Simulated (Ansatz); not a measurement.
# AlBH₅NO (SMILES OB[NH][AlH2]): what the fields show

```yaml
atoms:
  - { symbol: O, position_ang: [-0.4605, 1.7757, -0.5379] }
  - { symbol: B, position_ang: [0.4150, 1.2238, 0.3505] }
  - { symbol: N, position_ang: [0.5503, -0.1851, 0.5402] }
  - { symbol: Al, position_ang: [-0.3321, -1.5057, -0.2808] }
  - { symbol: H, position_ang: [-0.9834, 1.1341, -1.0300] }
  - { symbol: H, position_ang: [1.0835, 1.9941, 0.9815] }
  - { symbol: H, position_ang: [1.2426, -0.4283, 1.2349] }
  - { symbol: H, position_ang: [-0.0246, -3.0105, 0.0826] }
  - { symbol: H, position_ang: [-1.4022, -1.0444, -1.3579] }
```

Geometry: PBE0-D4/def2-TZVP.

Method: RKS PBE0-D4/def2-TZVPP in Ansatz 0.2.0.

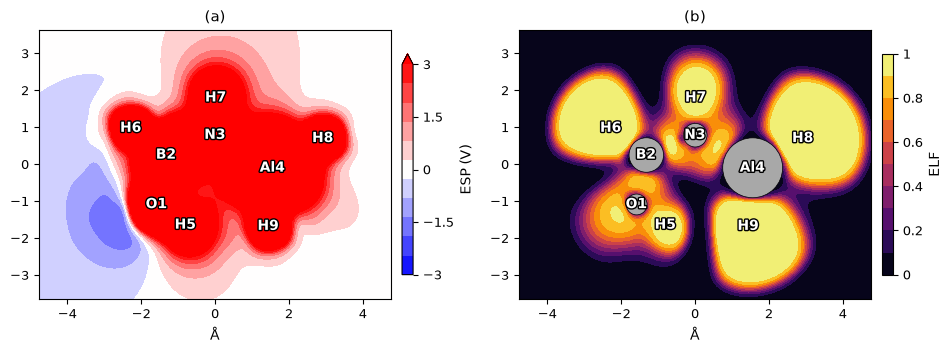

Figure 1. (a) molecular electrostatic potential; (b) ELF on the molecular plane. Grey discs cover the atomic cores in the ELF map.

Describe what can be read from this map.

Answer.
- The section cuts through O, B, N, Al and H sites.
- B–O (1.36 Å): the ELF peaks at about 0.90 between the atoms (a polar covalent bond).
- B–N (1.43 Å): the ELF peaks at about 0.90 between the atoms (a polar covalent bond).
- Al–N (1.79 Å): the ELF peaks at about 0.90 in the valence shell of N, 0.7 Å from its nucleus, and is about 0.70 at the midpoint.
- O–H (0.96 Å): the ELF climbs to about 1 towards the hydrogen, as it does in any bond to H (an ordinary covalent bond to hydrogen).
- N–H (1.01 Å): the ELF climbs to about 1 towards the hydrogen (an ordinary covalent bond to hydrogen).
- The ELF also peaks beside O1, away from the bonds: lone-pair regions.
- Outside the dense part of the molecule the potential is most negative (−1.9 V) near O1.

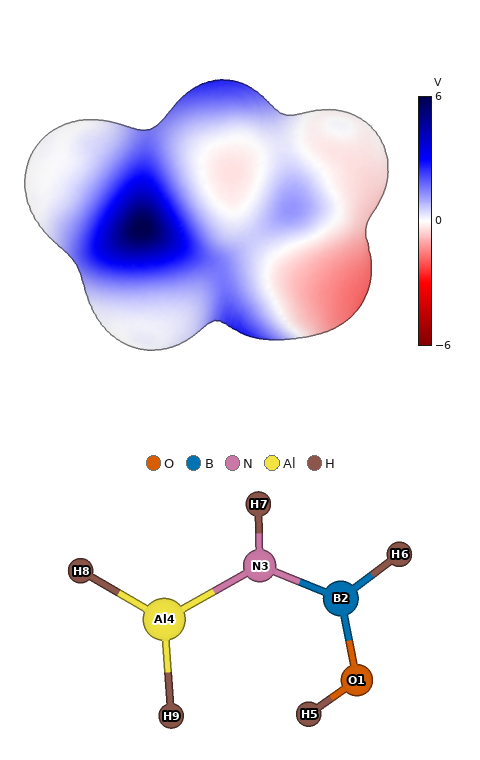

Figure 2. The molecular electrostatic potential painted on the density surface at 0.004 e/bohr³, seen across its widest extent; the colour scale runs from red (negative) to blue (positive). The bare structure is drawn below in the same view.

Where is the surface potential most negative and most positive?

Answer. The most negative region (about −1.7 V) lies over O1, the most positive (about +5.7 V) over Al4. O1 is the likeliest acceptor of a hydrogen bond.

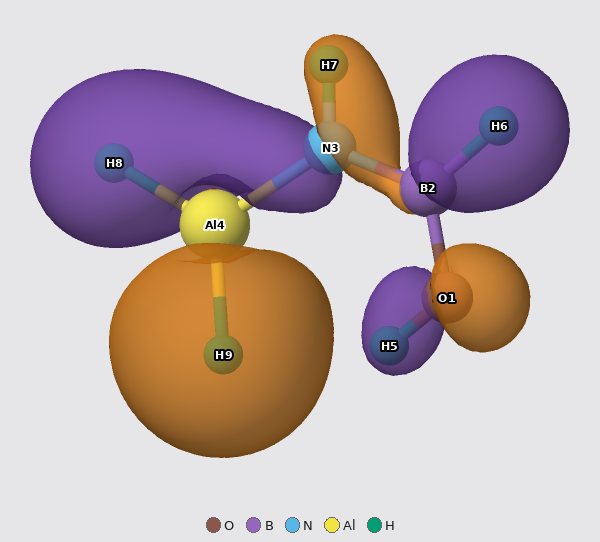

Figure 3. The HOMO−1 at ±0.08 Å⁻³ᐟ² (orange and purple are the two phases), seen at a tilt.

Where does this orbital lie, and at what energy?

Answer. It lies mainly on H9 (about 30 %), Al4 (about 30 %), H8 (about 15 %) and H6 (about 5 %); it is symmetric in the molecular plane (an in-plane orbital: σ, lone-pair or in-plane π type). Its energy is −8.89 eV.

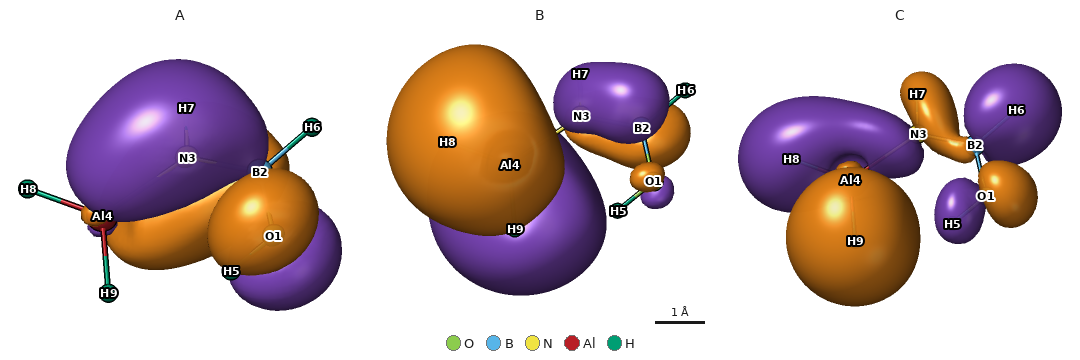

Figure 4. Three frontier orbitals at ±0.06 Å⁻³ᐟ² (orange and purple are the two phases), in no order.

Order the three orbitals by energy and name them.

Answer. C is the HOMO−1 (−8.89 eV). By Hirshfeld shares it lies mainly on H9 (about 30 %), Al4 (about 30 %), H8 (about 15 %) and H6 (about 5 %); it is symmetric in the molecular plane (an in-plane orbital: σ, lone-pair or in-plane π type). A is the HOMO (−8.22 eV). By Hirshfeld shares it lies mainly on N3 (about 55 %), O1 (about 20 %) and B2 (about 10 %); it changes sign across the molecular plane (π type); π-antibonding (a node) across O1–B2. B is the LUMO (−1.36 eV). It lies mainly on Al4 (about 75 %); it changes sign across the molecular plane (π type).

What is the HOMO–LUMO gap?

Answer. 6.86 eV between the orbital energies.
